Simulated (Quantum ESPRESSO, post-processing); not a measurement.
# 1T-SnO2, 1 layer, stepped through the share of short-range exact exchange, part 2 of 2

Wanted: a table for 1T-SnO2, 1 layer against the share of short-range exact exchange, and what can be fitted to it.

Quantum ESPRESSO 7.5; plane-wave DFT, PBE, SG15 norm-conserving pseudopotentials.

So far. Step 2 (Relaxing cell and ions of the reference):  The last row is no step: it is a fresh SCF in the final cell with a new plane-wave basis, +2 meV from the row before.

## 3. Self-consistent run, 0

The self-consistent run of this member.

Level of this step: plane-wave DFT, PBE, SG15 norm-conserving pseudopotentials (Quantum ESPRESSO 7.5).

The input, m0.scf.in:

```
&control
  prefix = 'm0.scf'
  outdir = './out'
  pseudo_dir = './pseudo'
  calculation = 'scf'
  tprnfor = .true.
/
&system
  ibrav = 0
  nat = 3
  ntyp = 2
  ecutwfc = 60
  ecutrho = 240
  occupations = 'fixed'
  nbnd = 16
/
&electrons
  conv_thr = 1e-08
  mixing_beta = 0.6
  electron_maxstep = 120
/
ATOMIC_SPECIES
  O   15.9990  O_ONCV_PBE-1.2.upf
  Sn  118.7100  Sn_ONCV_PBE-1.2.upf
CELL_PARAMETERS angstrom
  3.21381049600000 0.00000000000000 0.00000000000000
  -1.60690524800000 2.78324153200000 0.00000000000000
  0.00000000000000 0.00000000000000 16.78885438200000
ATOMIC_POSITIONS crystal
  O   0.666666666700 0.333333333300 0.439298387500
  Sn  0.000000000000 0.000000000000 0.500000000000
  O   0.333333333300 0.666666666700 0.560701612500
K_POINTS automatic
  9 9 1 0 0 0
```

Started as:

```bash
$ OMP_NUM_THREADS=1 mpirun -n 4 pw.x -nk 4 -in m0.scf.in > m0.scf.out
```

What it wrote:

```text
[banner, memory and clock lines left out]
Program PWSCF v.7.5 starts
[citation notice left out]

[...]
Message from routine setup:
[...]
bravais-lattice index     =            0
     lattice parameter (alat)  =       6.0732  a.u.
     unit-cell volume          =    1013.4185 (a.u.)^3
     number of atoms/cell      =            3
     number of atomic types    =            2
     number of electrons       =        26.00
     number of Kohn-Sham states=           16
     kinetic-energy cutoff     =      60.0000  Ry
     charge density cutoff     =     240.0000  Ry
     scf convergence threshold =      1.0E-08
     mixing beta               =       0.6000
     number of iterations used =            8  plain     mixing
     Exchange-correlation= PBE
                           (   1   4   3   4   0   0   0)

[...]
PseudoPot. # 1 for O  read from file:
     ./pseudo/O_ONCV_PBE-1.2.upf
     Pseudo is Norm-conserving, Zval =  6.0
     Generated using ONCVPSP code by D. R. Hamann
     Using radial grid of  602 points,  4 beta functions with:
                l(1) =   0
                l(2) =   0
                l(3) =   1
                l(4) =   1

     PseudoPot. # 2 for Sn read from file:
     ./pseudo/Sn_ONCV_PBE-1.2.upf
     Pseudo is Norm-conserving, Zval = 14.0
     Generated using ONCVPSP code by D. R. Hamann
     Using radial grid of  602 points,  6 beta functions with:
                l(1) =   0
                l(2) =   0
                l(3) =   1
                l(4) =   1
                l(5) =   2
                l(6) =   2

     atomic species   valence    mass     pseudopotential
     O                 6.00    15.99900     O ( 1.00)
     Sn               14.00   118.71000     Sn( 1.00)

     12 Sym. Ops., with inversion, found

[...]
number of k points=    12
[...]
Dense  grid:    63367 G-vectors     FFT dimensions: (  30,  30, 160)

     Initial potential from superposition of free atoms

     starting charge      25.9115, renormalised to      26.0000

     negative rho (up, down):  5.645E-04 0.000E+00
     Starting wfcs are random

     per-process dynamical memory:    46.1 Mb

     Self-consistent Calculation

     iteration #  1     ecut=    60.00 Ry     beta= 0.60
     Davidson diagonalization with overlap
     ethr =  1.00E-02,  avg # of iterations = 12.7

     negative rho (up, down):  6.421E-05 0.000E+00

     total energy              =    -184.27853940 Ry
     estimated scf accuracy    <       0.66026149 Ry

     iteration #  2     ecut=    60.00 Ry     beta= 0.60
[...]
negative rho (up, down):  2.616E-05 0.000E+00

[...]
total energy              =    -184.48170140 Ry
     estimated scf accuracy    <       0.31982792 Ry

     iteration #  3     ecut=    60.00 Ry     beta= 0.60
[...]
negative rho (up, down):  1.554E-07 0.000E+00

[...]
total energy              =    -184.54008497 Ry
     estimated scf accuracy    <       0.00406165 Ry

     iteration #  4     ecut=    60.00 Ry     beta= 0.60
[...]
total energy              =    -184.54081754 Ry
     estimated scf accuracy    <       0.00092128 Ry

     iteration #  5     ecut=    60.00 Ry     beta= 0.60
[...]
total energy              =    -184.54096932 Ry
     estimated scf accuracy    <       0.00001504 Ry

     iteration #  6     ecut=    60.00 Ry     beta= 0.60
[...]
total energy              =    -184.54097625 Ry
     estimated scf accuracy    <       0.00000106 Ry

     iteration #  7     ecut=    60.00 Ry     beta= 0.60
[...]
total energy              =    -184.54097654 Ry
     estimated scf accuracy    <       0.00000004 Ry

     iteration #  8     ecut=    60.00 Ry     beta= 0.60
[...]
End of self-consistent calculation

          k = 0.0000 0.0000 0.0000 (  7957 PWs)   bands (ev):

   -23.8690 -23.7311 -23.7311 -23.4994 -23.4994 -21.7073 -19.9969  -7.4657
    -5.0218  -5.0218  -4.6071  -4.6071  -4.4230  -1.2383   1.9205   4.1999

          k = 0.0000 0.1283 0.0000 (  7981 PWs)   bands (ev):

   -23.8495 -23.7898 -23.7024 -23.5332 -23.5028 -21.6202 -19.8163  -7.7117
    -5.6263  -5.3341  -4.9053  -4.4703  -4.1784  -0.6542   2.3554   4.3943

[...]
highest occupied, lowest unoccupied level (ev):    -3.8978   -1.2383

!    total energy              =    -184.54097655 Ry
     estimated scf accuracy    <          4.1E-09 Ry

     The total energy is the sum of the following terms:
     one-electron contribution =    -990.72799216 Ry
     hartree contribution      =     499.77607829 Ry
     xc contribution           =     -28.87809575 Ry
     ewald contribution        =     335.28903307 Ry

     convergence has been achieved in   8 iterations

     Forces acting on atoms (cartesian axes, Ry/au):

     atom    1 type  1   force =     0.00000000    0.00000000    0.00423773
     atom    2 type  2   force =    -0.00000000    0.00000000    0.00000000
     atom    3 type  1   force =     0.00000000    0.00000000   -0.00423773

     Total force =     0.005993     Total SCF correction =     0.000080

[...]
```

Wall time 4.9 s (4 MPI ranks of Intel Xeon 6975P-C (Granite Rapids), shared host); peak memory 0.38 GiB; 18 s of CPU time.

Read from the output:

- free energy: -2510.8079 eV
- valence top, on the run's zero: -3.898 eV
- conduction bottom, on the run's zero: -1.238 eV
- gap by band count: 2.659 eV

## 4. Electrostatic potential, 0

plot_num = 11 writes the bare and Hartree potential, from which vacuum levels or, in a crystal, the mean potential are read.

The input, m0.pot.in:

```
&inputpp
  prefix = 'm0.scf'
  outdir = './out'
  filplot = 'm0.pot.dat'
  plot_num = 11
/
```

Started as:

```bash
$ OMP_NUM_THREADS=1 mpirun -n 4 pp.x -in m0.pot.in > m0.pot.out
```

What it wrote:

```text
[banner, memory and clock lines left out]
Program POST-PROC v.7.5 starts

          URL

     ./out/m0.scf.save/

     IMPORTANT: XC functional enforced from input :
     Exchange-correlation= PBE
                           (   1   4   3   4   0   0   0)
     Any further DFT definition will be discarded
     Please, verify this is what you really want

     Calling punch_plot, plot_num =  11
     Writing data to file  m0.pot.dat
     Message from routine chdens:
     namelist plot not found or invalid, exiting
```

It took 1.2 s on 4 MPI ranks; peak memory 0.09 GiB; 3.5 s of CPU time.

This step gave:

| Property | Result |
| --- | --- |
| potential in the middle of the vacuum, over the valence top | 8.403 eV |

Electrostatic potential energy of an electron; zero at the highest filled level of the SCF mesh. The potential energy, planar mean by z:

| z (Å) | potential energy, planar mean (eV) |
| --- | --- |
| 0 | 8.40 |
| 2 | 8.40 |
| 4 | 8.40 |
| 6 | 8.22 |
| 8 | -11.0 |
| 10 | 5.23 |
| 12 | 8.40 |
| 14 | 8.40 |
| 16 | 8.40 |

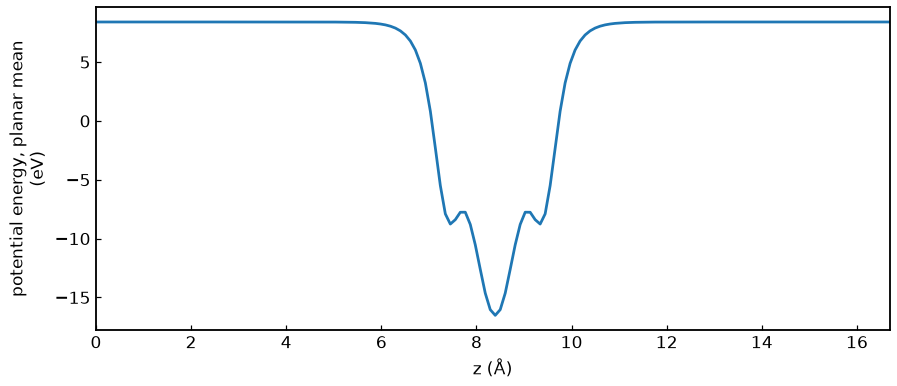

Potential energy, planar mean, plotted against z.

## 5. Self-consistent run, 0.1

Level of this step: plane-wave DFT, screened hybrid with 0.1 exact exchange, SG15 norm-conserving pseudopotentials (Quantum ESPRESSO 7.5). input_dft overrides the functional of the files.

m1.scf.in is the input of step 3 with these lines changed:

```diff
@@ -1,3 +1,3 @@
 &control
-  prefix = 'm0.scf'
+  prefix = 'm1.scf'
   outdir = './out'
@@ -15,2 +15,8 @@
   nbnd = 16
+  input_dft = 'hse'
+  exx_fraction = 0.1
+  nqx1 = 3
+  nqx2 = 3
+  nqx3 = 1
+  ecutfock = 60
 /
```

Started as:

```bash
$ OMP_NUM_THREADS=1 mpirun -n 4 pw.x -nk 4 -in m1.scf.in > m1.scf.out
```

What it wrote:

```text
[banner, memory and clock lines left out]
Program PWSCF v.7.5 starts
[...]
Message from routine setup:
[...]
number of electrons       =        26.00
     number of Kohn-Sham states=           16
     kinetic-energy cutoff     =      60.0000  Ry
     charge density cutoff     =     240.0000  Ry
[...]
number of k points=    12
[...]
Dense  grid:    63367 G-vectors     FFT dimensions: (  30,  30, 160)
[...]
negative rho (up, down):  5.645E-04 0.000E+00
     Starting wfcs are random
[...]
negative rho (up, down):  6.421E-05 0.000E+00
[...]
estimated scf accuracy    <       0.66026149 Ry
[...]
negative rho (up, down):  2.616E-05 0.000E+00
[...]
estimated scf accuracy    <       0.31982792 Ry
[...]
negative rho (up, down):  1.554E-07 0.000E+00
[...]
estimated scf accuracy    <       0.00406165 Ry
[...]
estimated scf accuracy    <       0.00092128 Ry
[...]
estimated scf accuracy    <       0.00001504 Ry
[...]
estimated scf accuracy    <       0.00000106 Ry
[...]
estimated scf accuracy    <       0.00000004 Ry
[...]
highest occupied, lowest unoccupied level (ev):    -3.8978   -1.2383
!    total energy              =    -184.54097655 Ry
     estimated scf accuracy    <          4.1E-09 Ry
     convergence has been achieved in   8 iterations
[...]
estimated scf accuracy    <       0.00038025 Ry
[...]
estimated scf accuracy    <       0.00006520 Ry
[...]
estimated scf accuracy    <       0.00000863 Ry
[...]
estimated scf accuracy    <       0.00000024 Ry
[...]
estimated scf accuracy    <       0.00000002 Ry
[...]
highest occupied, lowest unoccupied level (ev):    -4.3898   -1.1762
!    total energy              =    -184.27077064 Ry
     estimated scf accuracy    <          4.7E-10 Ry
     convergence has been achieved in   6 iterations
[...]
estimated scf accuracy    <       0.00000033 Ry
[...]
estimated scf accuracy    <       0.00000004 Ry
[...]
highest occupied, lowest unoccupied level (ev):    -4.3916   -1.1693
!    total energy              =    -184.27080948 Ry
     estimated scf accuracy    <          8.8E-09 Ry
     convergence has been achieved in   3 iterations
[...]
estimated scf accuracy    <       0.00000002 Ry
[...]
highest occupied, lowest unoccupied level (ev):    -4.3916   -1.1689
!    total energy              =    -184.27080957 Ry
     estimated scf accuracy    <          9.1E-09 Ry
     convergence has been achieved in   2 iterations
[...]
!!   total energy              =    -184.27080957 Ry
[...]
Total force =     0.023046     Total SCF correction =     0.000120
[...]
```

It took 25 s on 4 MPI ranks; peak memory 2.5 GiB; 99 s of CPU time.

Numbers from this step:

* free energy: -2507.1321 eV
* valence top, on the run's zero: -4.392 eV
* conduction bottom, on the run's zero: -1.169 eV
* gap by band count: 3.223 eV

## 6. Self-consistent run, 0.3

Level of this step: plane-wave DFT, screened hybrid with 0.3 exact exchange, SG15 norm-conserving pseudopotentials (Quantum ESPRESSO 7.5). input_dft overrides the functional of the files.

m5.scf.in is the input of step 5 with these lines changed:

```diff
@@ -1,3 +1,3 @@
 &control
-  prefix = 'm1.scf'
+  prefix = 'm5.scf'
   outdir = './out'
@@ -16,3 +16,3 @@
   input_dft = 'hse'
-  exx_fraction = 0.1
+  exx_fraction = 0.3
   nqx1 = 3
```

Started as:

```bash
$ OMP_NUM_THREADS=1 mpirun -n 4 pw.x -nk 4 -in m5.scf.in > m5.scf.out
```

What it wrote:

```text
[banner, memory and clock lines left out]
Program PWSCF v.7.5 starts
[...]
Message from routine setup:
[...]
number of electrons       =        26.00
     number of Kohn-Sham states=           16
     kinetic-energy cutoff     =      60.0000  Ry
     charge density cutoff     =     240.0000  Ry
[...]
number of k points=    12
[...]
Dense  grid:    63367 G-vectors     FFT dimensions: (  30,  30, 160)
[...]
negative rho (up, down):  5.645E-04 0.000E+00
     Starting wfcs are random
[...]
negative rho (up, down):  6.421E-05 0.000E+00
[...]
estimated scf accuracy    <       0.66026149 Ry
[...]
negative rho (up, down):  2.616E-05 0.000E+00
[...]
estimated scf accuracy    <       0.31982792 Ry
[...]
negative rho (up, down):  1.554E-07 0.000E+00
[...]
estimated scf accuracy    <       0.00406165 Ry
[...]
estimated scf accuracy    <       0.00092128 Ry
[...]
estimated scf accuracy    <       0.00001504 Ry
[...]
estimated scf accuracy    <       0.00000106 Ry
[...]
estimated scf accuracy    <       0.00000004 Ry
[...]
highest occupied, lowest unoccupied level (ev):    -3.8978   -1.2383
!    total energy              =    -184.54097655 Ry
     estimated scf accuracy    <          4.1E-09 Ry
     convergence has been achieved in   8 iterations
[...]
estimated scf accuracy    <       0.00286622 Ry
[...]
estimated scf accuracy    <       0.00033583 Ry
[...]
estimated scf accuracy    <       0.00004815 Ry
[...]
estimated scf accuracy    <       0.00000129 Ry
[...]
estimated scf accuracy    <       0.00000006 Ry
[...]
highest occupied, lowest unoccupied level (ev):    -5.3769   -1.0503
!    total energy              =    -183.73610349 Ry
     estimated scf accuracy    <          1.6E-09 Ry
     convergence has been achieved in   6 iterations
[...]
estimated scf accuracy    <       0.00001808 Ry
[...]
estimated scf accuracy    <       0.00000154 Ry
[...]
estimated scf accuracy    <       0.00000025 Ry
[...]
highest occupied, lowest unoccupied level (ev):    -5.3889   -0.9949
!    total energy              =    -183.73699707 Ry
     estimated scf accuracy    <          9.3E-09 Ry
     convergence has been achieved in   4 iterations
[...]
estimated scf accuracy    <       0.00000026 Ry
[...]
estimated scf accuracy    <       0.00000002 Ry
[...]
highest occupied, lowest unoccupied level (ev):    -5.3900   -0.9876
!    total energy              =    -183.73701064 Ry
     estimated scf accuracy    <          4.3E-10 Ry
     convergence has been achieved in   3 iterations
[...]
highest occupied, lowest unoccupied level (ev):    -5.3904   -0.9868
!    total energy              =    -183.73701099 Ry
     estimated scf accuracy    <          8.8E-09 Ry
     convergence has been achieved in   1 iterations
[...]
highest occupied, lowest unoccupied level (ev):    -5.3903   -0.9864
!    total energy              =    -183.73701100 Ry
     estimated scf accuracy    <          1.9E-09 Ry
     convergence has been achieved in   1 iterations
[...]
!!   total energy              =    -183.73701100 Ry
[...]
Total force =     0.056266     Total SCF correction =     0.000049
[...]
```

Wall time 37 s (4 MPI ranks); peak memory 2.5 GiB; 2.4 min of CPU time.

Read from the output:

| Property | Result |
| --- | --- |
| free energy | -2499.8694 eV |
| valence top, on the run's zero | -5.390 eV |
| conduction bottom, on the run's zero | -0.9864 eV |
| gap by band count | 4.404 eV |

## 7. Ground state, 0.4

Level of this step: plane-wave DFT, screened hybrid with 0.4 exact exchange, SG15 norm-conserving pseudopotentials (Quantum ESPRESSO 7.5). input_dft overrides the functional of the files.

m6.scf.in is the input of step 6 with these lines changed:

```diff
@@ -1,3 +1,3 @@
 &control
-  prefix = 'm5.scf'
+  prefix = 'm6.scf'
   outdir = './out'
@@ -16,3 +16,3 @@
   input_dft = 'hse'
-  exx_fraction = 0.3
+  exx_fraction = 0.4
   nqx1 = 3
```

Started as:

```bash
$ OMP_NUM_THREADS=1 mpirun -n 4 pw.x -nk 4 -in m6.scf.in > m6.scf.out
```

What it wrote:

```text
[banner, memory and clock lines left out]
Program PWSCF v.7.5 starts
[...]
Message from routine setup:
[...]
number of electrons       =        26.00
     number of Kohn-Sham states=           16
     kinetic-energy cutoff     =      60.0000  Ry
     charge density cutoff     =     240.0000  Ry
[...]
number of k points=    12
[...]
Dense  grid:    63367 G-vectors     FFT dimensions: (  30,  30, 160)
[...]
negative rho (up, down):  5.645E-04 0.000E+00
     Starting wfcs are random
[...]
negative rho (up, down):  6.421E-05 0.000E+00
[...]
estimated scf accuracy    <       0.66026149 Ry
[...]
negative rho (up, down):  2.616E-05 0.000E+00
[...]
estimated scf accuracy    <       0.31982792 Ry
[...]
negative rho (up, down):  1.554E-07 0.000E+00
[...]
estimated scf accuracy    <       0.00406165 Ry
[...]
estimated scf accuracy    <       0.00092128 Ry
[...]
estimated scf accuracy    <       0.00001504 Ry
[...]
estimated scf accuracy    <       0.00000106 Ry
[...]
estimated scf accuracy    <       0.00000004 Ry
[...]
highest occupied, lowest unoccupied level (ev):    -3.8978   -1.2383
!    total energy              =    -184.54097655 Ry
     estimated scf accuracy    <          4.1E-09 Ry
     convergence has been achieved in   8 iterations
[...]
estimated scf accuracy    <       0.00470723 Ry
[...]
estimated scf accuracy    <       0.00046899 Ry
[...]
estimated scf accuracy    <       0.00006673 Ry
[...]
estimated scf accuracy    <       0.00000183 Ry
[...]
estimated scf accuracy    <       0.00000006 Ry
[...]
highest occupied, lowest unoccupied level (ev):    -5.8693   -0.9870
!    total energy              =    -183.47119772 Ry
     estimated scf accuracy    <          2.6E-09 Ry
     convergence has been achieved in   6 iterations
[...]
estimated scf accuracy    <       0.00004829 Ry
[...]
estimated scf accuracy    <       0.00000375 Ry
[...]
estimated scf accuracy    <       0.00000051 Ry
[...]
estimated scf accuracy    <       0.00000002 Ry
[...]
highest occupied, lowest unoccupied level (ev):    -5.8904   -0.8939
!    total energy              =    -183.47316282 Ry
     estimated scf accuracy    <          5.8E-10 Ry
     convergence has been achieved in   5 iterations
[...]
estimated scf accuracy    <       0.00000106 Ry
[...]
estimated scf accuracy    <       0.00000009 Ry
[...]
highest occupied, lowest unoccupied level (ev):    -5.8928   -0.8790
!    total energy              =    -183.47320840 Ry
     estimated scf accuracy    <          2.2E-09 Ry
     convergence has been achieved in   3 iterations
[...]
estimated scf accuracy    <       0.00000004 Ry
[...]
highest occupied, lowest unoccupied level (ev):    -5.8935   -0.8766
!    total energy              =    -183.47321015 Ry
     estimated scf accuracy    <          4.0E-09 Ry
     convergence has been achieved in   2 iterations
[...]
highest occupied, lowest unoccupied level (ev):    -5.8935   -0.8762
!    total energy              =    -183.47321025 Ry
     estimated scf accuracy    <          3.3E-09 Ry
     convergence has been achieved in   1 iterations
[...]
!!   total energy              =    -183.47321025 Ry
[...]
Total force =     0.072457     Total SCF correction =     0.000025
[...]
```

It took 36 s on 4 MPI ranks; peak memory 2.5 GiB.

Read from the output:

```
free energy                          : -2496.2802 eV
valence top, on the run's zero       : -5.893 eV
conduction bottom, on the run's zero : -0.8762 eV
gap by band count                    : 5.017 eV
```

## 8. The series side by side

The series in one table:

| the share of short-range exact exchange (0.25 is HSE06, 0 is PBE) | gap on the mesh (eV) | vacuum level over the valence top (eV) |
| --- | --- | --- |
| 0 | 2.659 | 8.403 |
| 0.1 | 3.223 | 8.894 |
| 0.15 | 3.511 | 9.141 |
| 0.2 | 3.805 | 9.388 |
| 0.25 | 4.102 | 9.637 |
| 0.3 | 4.404 | 9.887 |
| 0.4 | 5.017 | 10.39 |

## 9. Worked from the printed numbers

A line through all members has gap = 2.638 + 5.897 α eV and misses single members by up to 0.022 eV; a gap of 3.16 eV, 0.5 above the first member's, would need α = (3.16 − 2.638)/5.897 = 0.09.

## 10. Summary of results

| Item | Value |
| --- | --- |
| gap at a share of 0.25 (HSE06) | 4.10 eV |
| gap on the mesh, at 0 and at 0.4 | 2.66, 5.02 eV |
| vacuum level over the valence top, at 0 and at 0.4 | 8.40, 10.39 eV |

**Reading.** The series holds 7 members; gap at a share of 0.25 (HSE06): 4.10 eV. From 0 to 0.4 the gap on the mesh rises from 2.66 to 5.02 eV. From 0 to 0.4 the vacuum level over the valence top rises from 8.40 to 10.39 eV. The valence top sinks by 4.96 eV and the gap opens by 5.90 eV per unit share, so the valence top carries 84 % of the opening. Gaps are those of the mesh; no spin-orbit coupling; the q mesh was not tested; the geometry stays that of PBE.

[Logs are printed without paths, hosts, clocks, repeated set-up lines and the standing remarks that a program may print on its own settings, such as how far it seeks lower states.]

[Hosts, paths, dates, database ids (printed as entryN), source tags and the programs' standing remarks are cut or masked in the printed files.]

[Maps of the electrostatic potential energy from Ansatz leave out the sawtooth potential of an applied field or a dipole correction, so their vacuum need not be flat; planar profiles and work functions include it.]
